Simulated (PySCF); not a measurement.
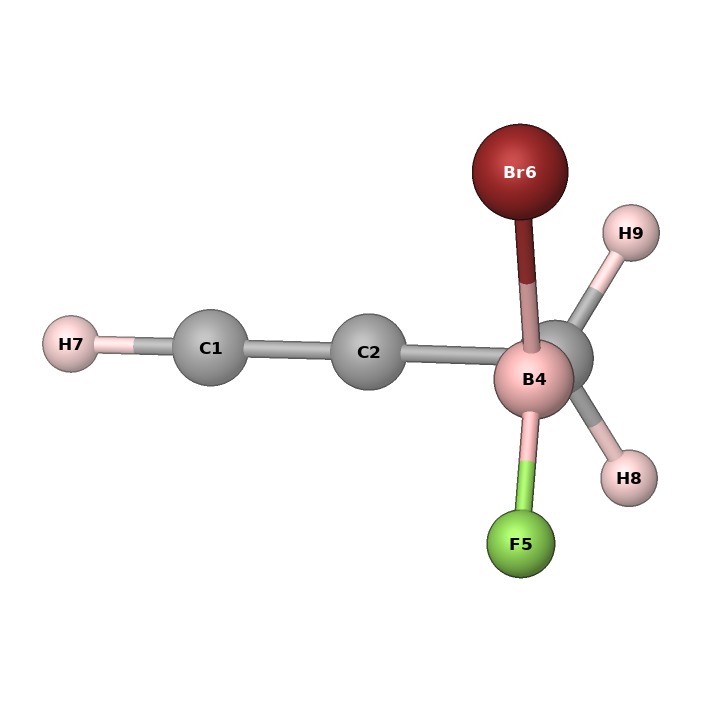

C3 lies behind B4. The molecule seen nearly along the B4–C3 bond, B4 in front. Atoms fade into the background with distance from the viewer. The geometry was computed by an optimisation with PBE0-D3(BJ)/def2-SVP. No frequency run is at hand to confirm it as a minimum.

What is the torsion angle Br6–B4–C3–C2? The sign is positive where the front bond must turn clockwise to cover the back bond.

Answer. −90°, about perpendicular.
